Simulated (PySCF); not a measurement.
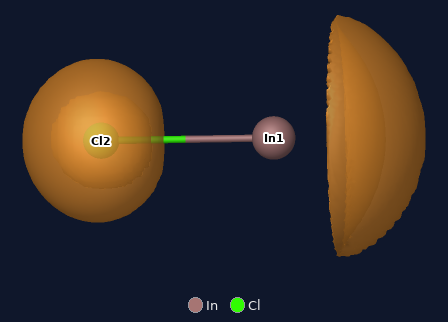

InCl. Isosurface of the ELF at 0.8 (orange), seen from one side. Core shells and regions of very low density are left out.

Core potentials replace the inner electrons of In.

Theory: PySCF 2.14.0, PBE0/def2-SVPD, non-relativistic Hamiltonian with scalar-relativistic core potentials where named, at a bond length of 2.466 Å.

Q: Describe the localisation domains.

A: The ELF exceeds this value in one lobe on In, pointing away from the bonds (lone pairs) and one region wrapped around Cl (its valence shell).

Values along the shortest contacts:
In–Cl (2.47 Å): the ELF peaks at about 0.85 in the valence shell of Cl, 0.8 Å from its nucleus, and drops to about 0.15 between the two atoms.
